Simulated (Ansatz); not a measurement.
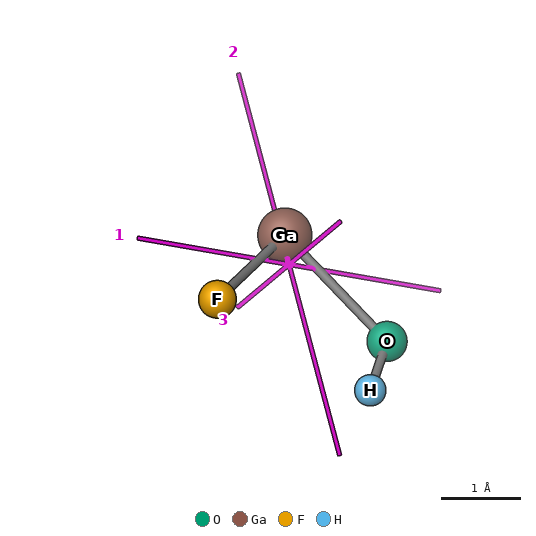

The three principal axes of inertia are drawn and numbered. Depth is shown by fading: the farther an atom, the more it takes the colour of the background. The species has charge −1 and is a spin singlet. The computed structure is the end point of a PBE0-D4/def2-TZVPD optimisation. No frequency run is at hand to confirm it as a minimum. Masses are those of the most abundant isotopes; constants are for the rigid equilibrium geometry.

Which line is the a axis (least moment of inertia), which b and which c?

Answer. a is line 1, b is line 2, c is line 3; the moments are 41.5, 68.1, 110 u Å².

What kind of rotor is it, and what are its rotational constants in MHz?

Answer. An asymmetric top (Cs): A = 12188, B = 7425, C = 4614 MHz. Ray's parameter κ is −0.26, nearer the prolate limit.
